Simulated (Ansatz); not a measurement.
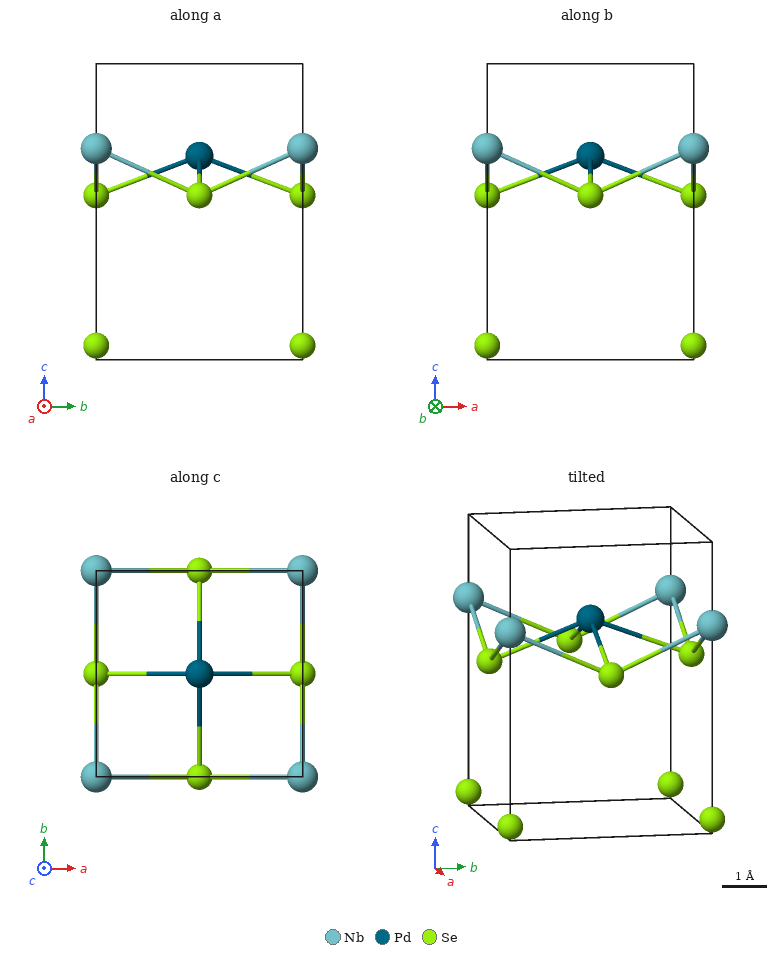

Structure drawing (ball-and-stick), viewed along the a axis, along the b axis, along the c axis and slightly off an axis. The conventional unit cell is drawn as a box.

Lattice parameters: a = 4.7650 Å, b = 4.7650 Å, c = 6.8350 Å, α = 90.000°, β = 90.000°, γ = 90.000°.

Convert the drawing into a CIF with its space group and independent sites, with free fractional coordinates to two decimals.

Answer.
```cif
data_structure
_symmetry_space_group_name_H-M 'P 4 m m'
_symmetry_Int_Tables_number 99
_cell_length_a 4.7650
_cell_length_b 4.7650
_cell_length_c 6.8350
_cell_angle_alpha 90.000
_cell_angle_beta 90.000
_cell_angle_gamma 90.000
_cell_volume 155.19
loop_
_atom_site_label
_atom_site_type_symbol
_atom_site_symmetry_multiplicity
_atom_site_Wyckoff_symbol
_atom_site_fract_x
_atom_site_fract_y
_atom_site_fract_z
_atom_site_occupancy
Nb1 Nb 1 a 0.00 0.00 0.71 1
Pd1 Pd 1 b 0.50 0.50 0.69 1
Se1 Se 2 c 0.00 0.50 0.56 1
Se2 Se 1 a 0.00 0.00 0.05 1
```

It goes back to a structure type filled with these elements by a generator (whether the compound takes this form wasn't checked). The final geometry of a relaxation with Ansatz 0.2.0, DFT PBE, scalar-relativistic, plane waves, PAW is shown.
